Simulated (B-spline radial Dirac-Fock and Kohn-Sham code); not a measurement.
Titanium in charge state +8 (Ti⁸⁺) in the configuration [Ne] 3s2 3p2. Level of theory: the spherical Dirac–Fock density (average of configuration), S by Waller and Hartree; calculated with a B-spline radial code.

A figure with this caption is to be made: «The X-ray form factor f and the incoherent scattering function S against Q.» What will it show?

f starts at 14, the number of electrons, falls to half near Q = 9.60 Å⁻¹, and is 9.10 at Q = 6.28 Å⁻¹ and 5.74 at Q = 12.6 Å⁻¹. S rises from 0 to 5.08 at Q = 6.28 Å⁻¹ and tends to 14. The initial fall is set by Σ⟨r²⟩ = 4.65 bohr².

The computed plot:

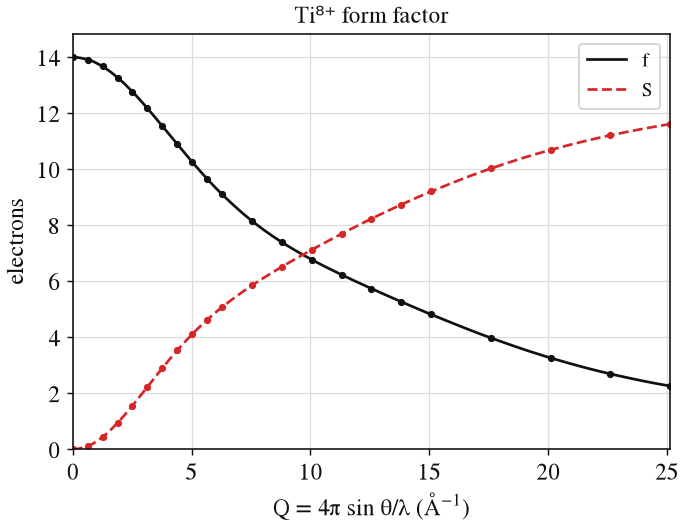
